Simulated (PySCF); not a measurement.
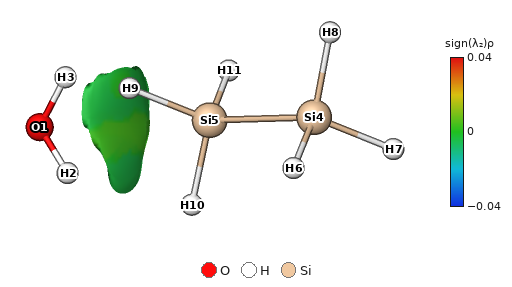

H8OSi2, SMILES `O.[SiH3][SiH3]`. Non-covalent interaction surfaces between the fragments (reduced density gradient s = 0.6, coloured by sign(λ₂)ρ in a.u.; trimmed to the region between the fragments where ρ is under 0.06 a.u.). Fragment A: H2O (atoms 1–3); fragment B: Si2H6.

Level of theory: PBE/aug-cc-pVDZ (PySCF), at a geometry from GFN2-xTB.

Question: Interpret the surfaces between the fragments.

Answer: Bond critical points between the fragments: H2···H10, H···H contact, 2.61 Å, ρ = 0.004 a.u., a bond path close to vanishing (ellipticity 1.8). It is weak and appears green (van der Waals range). The pose is a local one from a semi-empirical search, not shown to be the most stable.

Question: How strongly are they bound?

Answer: The counterpoise-corrected interaction energy of the frozen fragments is −0.4 kcal/mol without dispersion correction and −1.1 kcal/mol with D3(BJ). The pair geometry is semi-empirical, not a minimum at this level.
